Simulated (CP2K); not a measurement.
# C2H5OSSi (SMILES CC(=O)S[SiH2]): GFN1-xTB

Aim: the energy difference between two shapes of C2H5OSSi at GFN1-xTB, from 2 runs. 

The results are computed with CP2K 2026.2.

2 further runs of the same task are left out: 1 that didn't finish, 1 set aside as unsound or not needed.

## (1) The system as given

C2H5OSSi has 10 atoms, charge 0, and is taken as a doublet. SMILES: `CC(=O)S[SiH2]`. The coordinates come from a GFN2-xTB relaxation. This is one conformer, not always the lowest.

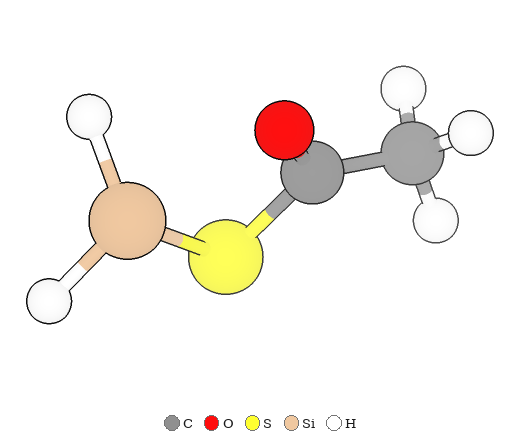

The structure, seen from a chosen angle (carbon grey, oxygen red, sulfur yellow, silicon light orange, hydrogen white).

## (2) Energy and gradient at GFN1-xTB

Input file qs.inp:

```
&GLOBAL
  PROJECT qs
  RUN_TYPE ENERGY_FORCE
  PRINT_LEVEL MEDIUM
&END

&FORCE_EVAL
  METHOD QS
  &DFT
    MULTIPLICITY 2
    SPIN_POLARIZED T
    ! Quickstep
    &QS
      METHOD XTB
      EPS_DEFAULT 1.0E-10
      &XTB
        GFN_TYPE 1
        CHECK_ATOMIC_CHARGES F
      &END
    &END
    &POISSON
      PERIODIC NONE
      POISSON_SOLVER ANALYTIC
    &END
    ! SCF settings
    &SCF
      SCF_GUESS ATOMIC
      EPS_SCF 1.0E-06
      MAX_SCF 80
      &DIAGONALIZATION
        ALGORITHM STANDARD
      &END
      &MIXING
        METHOD BROYDEN_MIXING
        ALPHA 0.4
        NBUFFER 8
      &END
    &END
    &PRINT
      &MOMENTS
        PERIODIC F
        REFERENCE COM
        MAX_MOMENT 1
      &END
      &MO ON
        ENERGIES T
        OCCUPATION_NUMBERS T
        NDIGITS 6
        &EACH
          QS_SCF 0
        &END
        ADD_LAST NUMERIC
      &END
      &HIRSHFELD OFF
      &END
    &END
  &END
  &SUBSYS
    ! box in angstrom
    &CELL
      ABC 16.4 16.6 14.9
      PERIODIC NONE
    &END
    &COORD
      UNIT bohr
      C     -2.4357625    -2.4212305     0.7705358
      C     -0.6239687    -0.3068348     0.3679675
      O      0.1185803     1.1325507     2.0282619
      S      0.6373479     0.1466427    -2.6098252
      Si     2.6662902     3.3441916    -0.8695575
      H     -3.7324926    -1.9504241     2.2958283
      H     -1.3834685    -4.1085103     1.3132274
      H     -3.4643593    -2.8284287    -0.9598486
      H      4.6119144     2.3175979     0.7619376
      H      3.6059376     4.6744265    -3.0985272
    &END
    &TOPOLOGY
      &CENTER_COORDINATES
      &END
    &END
  &END
  &PRINT
    &FORCES ON
    &END
  &END
&END
```

Launch:

```sh
OMP_NUM_THREADS=1 cp2k.psmp qs.inp > qs.out
```

Output, cut to the lines that bear on the results:

```text
CP2K| version string:                                       CP2K version 2026.2
[...]
 GLOBAL| Method name                                                        CP2K
[...]
 GLOBAL| Run type                                                   ENERGY_FORCE
[...]
                             - Atoms:                                         10
[...]
                             - Spherical basis functions:                     40
[...]
 Number of electrons:                                                         15
[...]
     1 NoMix/Diag. 0.40E+00    0.0     0.58503638       -16.9208085921 -1.69E+01
[...]
    62 Broy./Diag. 0.40E+00    0.0     0.00000061       -17.1514212020  1.16E-06
  *** SCF run converged in    62 steps ***
[...]
 TB_DIPOLE| Moment [Debye]         -0.88221087      -1.17699556      -0.86709129
 TB_DIPOLE| Derivative [a.u.]       0.00000000       0.00000000       0.00000000
[...]
 ENERGY| Total FORCE_EVAL ( QS ) energy [hartree]            -17.151419621850458
 FORCES| Atomic forces [hartree/bohr]
 FORCES|   Atom     x               y               z               |f|
 FORCES|      1 -2.23092185E-03 -3.78320881E-04  2.38727255E-03   3.28925663E-03
 FORCES|      2  2.63688946E-03 -6.66346302E-03 -1.53074825E-02   1.69018918E-02
 FORCES|      3  9.50731859E-03  1.43357008E-02  1.27869154E-02   2.14337731E-02
 FORCES|      4  7.06389803E-03  8.37282763E-03 -2.47885032E-03   1.12315447E-02
 FORCES|      5 -2.62001370E-02 -1.64197134E-02  5.80592397E-03   3.14604978E-02
 FORCES|      6 -7.58012597E-04  9.29150369E-05  4.94529304E-04   9.09821704E-04
 FORCES|      7  5.43150420E-04  1.05429479E-04  1.53205699E-04   5.74107778E-04
 FORCES|      8 -8.83755067E-04 -9.31814367E-05 -2.78014549E-04   9.31127213E-04
 FORCES|      9  3.05392423E-03  1.06551865E-03 -2.68179909E-03   4.20164605E-03
 FORCES|     10  7.26764579E-03 -4.17712862E-04 -8.81700425E-04   7.33284086E-03
 FORCES| Sum    -3.98986399E-17  2.42807077E-16 -3.11274444E-16
 FORCES| Total atomic force                                       3.96785783E-16
[...]
```

Wall time 0.36 s (1 thread of Arm Neoverse V2, shared host).

## (3) The distorted shape

Input file mol.inp:

```
&FORCE_EVAL
    METHOD QUICKSTEP
    &DFT
        CHARGE 0
        MULTIPLICITY 2
        UKS T
        &QS
            METHOD XTB
            EPS_DEFAULT 1.0E-10
            &XTB
                GFN_TYPE 1
                CHECK_ATOMIC_CHARGES F
            &END XTB
        &END QS
        &POISSON
            PERIODIC NONE
            POISSON_SOLVER ANALYTIC
        &END POISSON
        &SCF
            SCF_GUESS ATOMIC
            EPS_SCF 1.0E-06
            MAX_SCF 80
            &DIAGONALIZATION
                ALGORITHM STANDARD
            &END DIAGONALIZATION
            &MIXING
                METHOD BROYDEN_MIXING
                ALPHA 0.4
                NBUFFER 8
            &END MIXING
        &END SCF
        &PRINT
            &MOMENTS
                PERIODIC F
                REFERENCE COM
                MAX_MOMENT 1
            &END MOMENTS
            &MO ON
                ENERGIES T
                OCCUPATION_NUMBERS T
                NDIGITS 6
                &EACH
                    QS_SCF 0
                &END EACH
                ADD_LAST NUMERIC
            &END MO
            &HIRSHFELD OFF
            &END HIRSHFELD
        &END PRINT
    &END DFT
    &SUBSYS
        &CELL
            ABC [angstrom] 16.4 16.7 14.8
            PERIODIC NONE
        &END CELL
        &COORD
            UNIT bohr
            C     -2.4420118    -2.3991264     0.8680835
            C     -0.6031042    -0.3297856     0.3525832
            O      0.1253795     1.0691598     2.0163132
            S      0.6526112     0.1720274    -2.5979407
            Si     2.6764966     3.3728342    -0.8375266
            H     -3.7492960    -1.9390744     2.2333407
            H     -1.4078365    -4.0856484     1.3214798
            H     -3.4784170    -2.8324935    -0.9699095
            H      4.5966454     2.3556305     0.8354120
            H      3.6129995     4.7264961    -3.0243763
        &END COORD
        &TOPOLOGY
            &CENTER_COORDINATES
            &END CENTER_COORDINATES
        &END TOPOLOGY
    &END SUBSYS
    &PRINT
        &FORCES ON
        &END FORCES
    &END PRINT
&END FORCE_EVAL

&GLOBAL
    PROJECT mol
    RUN_TYPE ENERGY_FORCE
    PRINT_LEVEL MEDIUM
&END GLOBAL
```

Launch:

```sh
OMP_NUM_THREADS=1 cp2k.psmp -i mol.inp > mol.out 2>&1
```

Output, cut to the lines that bear on the results:

```text
CP2K| version string:                                       CP2K version 2026.2
[...]
 GLOBAL| Method name                                                        CP2K
[...]
 GLOBAL| Run type                                                   ENERGY_FORCE
[...]
                             - Atoms:                                         10
[...]
                             - Spherical basis functions:                     40
[...]
 Number of electrons:                                                         15
[...]
     1 NoMix/Diag. 0.40E+00    0.0     0.56727839       -16.9209350870 -1.69E+01
[...]
    52 Broy./Diag. 0.40E+00    0.0     0.00000040       -17.1451132841 -2.16E-06
  *** SCF run converged in    52 steps ***
[...]
 TB_DIPOLE| Moment [Debye]         -0.87989619      -1.12373341      -0.85891564
 TB_DIPOLE| Derivative [a.u.]       0.00000000       0.00000000       0.00000000
[...]
 ENERGY| Total FORCE_EVAL ( QS ) energy [hartree]            -17.145112874703567
 FORCES| Atomic forces [hartree/bohr]
 FORCES|   Atom     x               y               z               |f|
 FORCES|      1  6.20559377E-03 -1.33087390E-02 -6.96715679E-02   7.12022423E-02
 FORCES|      2 -6.59863076E-03 -1.46871457E-02 -1.48183665E-02   2.18823710E-02
 FORCES|      3  1.83640246E-02  3.01953224E-02  2.84953456E-02   4.53980133E-02
 FORCES|      4  7.90937271E-03  6.68622051E-03 -8.27828804E-03   1.32587245E-02
 FORCES|      5 -2.82702612E-02 -1.83766633E-02  9.93972379E-03   3.51526319E-02
 FORCES|      6 -2.51219734E-02  1.13832827E-02  3.35876394E-02   4.34605821E-02
 FORCES|      7  4.93571543E-03 -8.09612417E-03  6.61832870E-03   1.15633381E-02
 FORCES|      8  1.04295917E-02  4.36699280E-03  2.20668416E-02   2.47950098E-02
 FORCES|      9  3.30337202E-03  1.04663204E-03 -3.68651185E-03   5.05945402E-03
 FORCES|     10  8.84319508E-03  7.90221739E-04 -4.25314478E-03   9.84458177E-03
 FORCES| Sum    -1.21430643E-17 -3.20923843E-17 -9.54097912E-18
 FORCES| Total atomic force                                       3.56146799E-17
[...]
```

It took 0.34 s on 1 thread of Arm Neoverse V2, shared host.

## (4) Outcome

Level: GFN1-xTB.

| quantity | value |
| --- | --- |
| first shape: total energy | -17.15142 Eh |
| first shape: dipole moment (from atomic charges alone) | 1.71 D |
| first shape: HOMO energy (highest over α and β) | -8.54 eV |
| first shape: dispersion energy | -10.21 kJ/mol |
| first shape: largest force on an atom | 1.618 eV/Å |
| distorted shape: total energy | -17.14511 Eh |
| distorted shape: dipole moment (from atomic charges alone) | 1.67 D |
| distorted shape: HOMO energy (highest over α and β) | -8.52 eV |
| distorted shape: dispersion energy | -10.22 kJ/mol |
| distorted shape: largest force on an atom | 3.661 eV/Å |
| energy change with the atoms displaced | 0.172 eV |

What this shows: With the atoms displaced the energy rises by 0.17 eV (16.6 kJ/mol). The first shape isn't relaxed at this level, so the change isn't measured from a minimum. The largest force (first shape) is 1.62 eV/Å: the shape isn't a stationary point for this species at this level. The dipole (first shape) comes from point charges on the atoms alone, without atomic dipoles, so it is partial. The dipole (distorted shape) comes from point charges on the atoms alone, without atomic dipoles, so it is partial.
